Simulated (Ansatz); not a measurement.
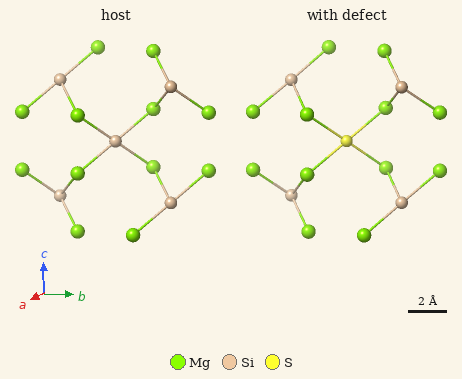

Left: perfect Mg2Si. Right: the same region with one point defect, after relaxing the atoms in a supercell of 96 sites. A ball-and-stick model of the atoms within 6.0 Å of one point, in a slice 3.4 Å thick across the line of sight, seen slightly off an axis.

The calculation used Ansatz 0.2.0, DFT, PBEsol, PAW, plane waves. Set-up: plane-wave cutoff 420 eV; k-point mesh 1 × 1 × 1; mesh shifted by (0.25, 0.25, 0.25); no spin polarisation. Fermi-Dirac smearing of 0.01 eV. The axes drawn are those of the host's conventional cell.

### What kind of defect was made?

A silicon atom is replaced by sulfur.

The charge state of the cell is 0.

### How does the lattice respond?

In the host the Si atom has 8 Mg at 2.74 Å; the S atom ends with 8 Mg at 2.82 to 2.86 Å. Of the host's atoms, a magnesium atom moves furthest from its site, by 0.11 Å.
